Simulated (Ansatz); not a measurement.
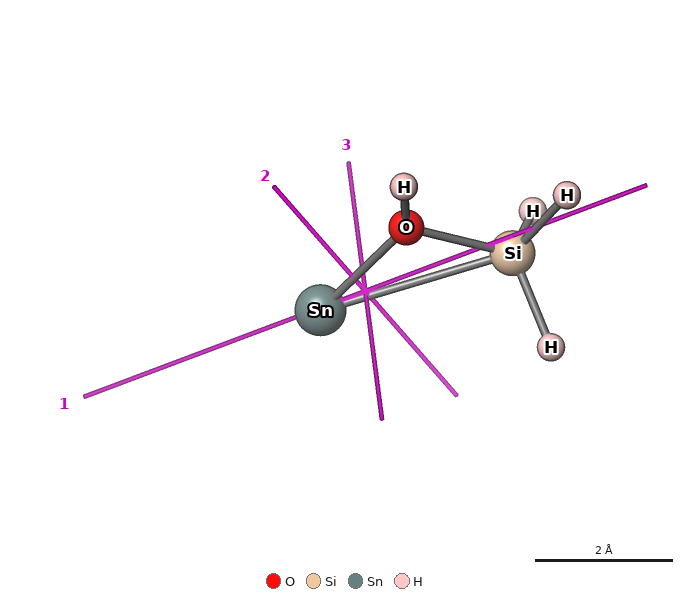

The three principal axes of inertia are drawn and numbered. Distant atoms are faded towards the background colour. The computed structure is the end point of a PBE-D4/def2-SVP optimisation. No frequency run is at hand to confirm it as a minimum. Masses are those of the most abundant isotopes; constants are for the rigid equilibrium geometry.

> Which line is the a axis (least moment of inertia), which b and which c?

a is line 1, b is line 2, c is line 3; the moments are 33.0, 261, 287 u Å².

> Classify the rotor and give the rotational constants (cm⁻¹).

An asymmetric top (Cs): A = 0.510, B = 0.0647, C = 0.0587 cm⁻¹. Ray's parameter κ is −0.97, close to the prolate limit.
